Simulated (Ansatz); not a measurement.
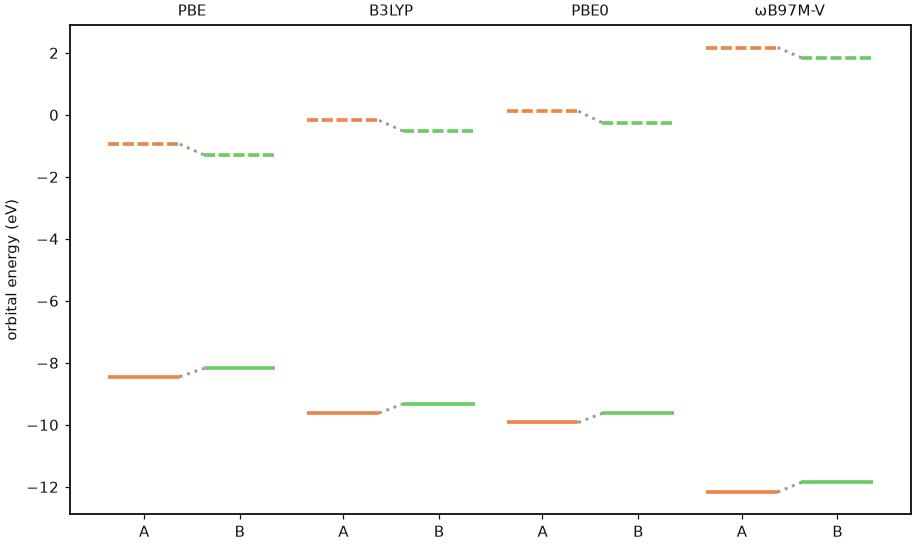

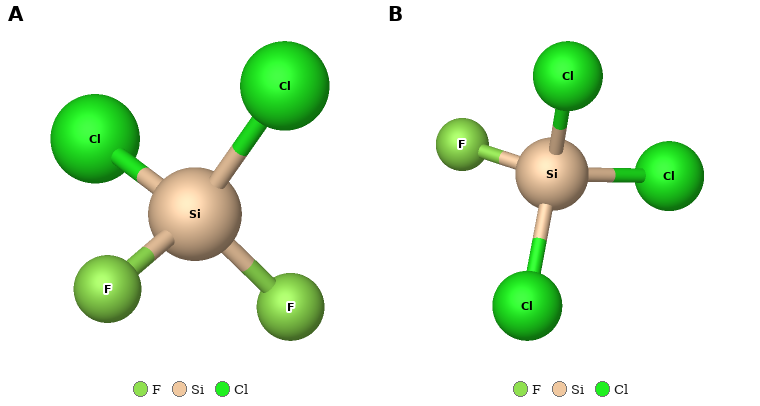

One change: A, SiCl₂F₂ (SMILES F[Si](F)(Cl)Cl), becomes B, SiCl₃F (SMILES F[Si](Cl)(Cl)Cl). F on Si is replaced by Cl. HOMO (solid) and LUMO (dashed) computed in def2-TZVPP at PBE0-D4/def2-TZVP geometries, both minima by their frequencies, gas phase, the Ansatz code. Empty levels above zero depend strongly on the basis.

> What does the change do to HOMO and LUMO?

PBE: the HOMO rises by 0.27 eV, the LUMO falls by 0.34 eV, and the separation goes from 7.50 to 6.89 eV. B3LYP: the HOMO rises by 0.30 eV, the LUMO falls by 0.34 eV, and the separation goes from 9.44 to 8.80 eV. PBE0: the HOMO rises by 0.30 eV, the LUMO falls by 0.37 eV, and the separation goes from 10.04 to 9.37 eV. ωB97M-V: the HOMO rises by 0.31 eV, the LUMO falls by 0.33 eV, and the separation goes from 14.34 to 13.70 eV.

> Do the functionals agree on the effect?

They agree on the direction for both levels; the HOMO shift lies between 0.27 and 0.31 eV and the LUMO shift between −0.37 and −0.33 eV, while the separations themselves differ by up to 6.8 eV between functionals.
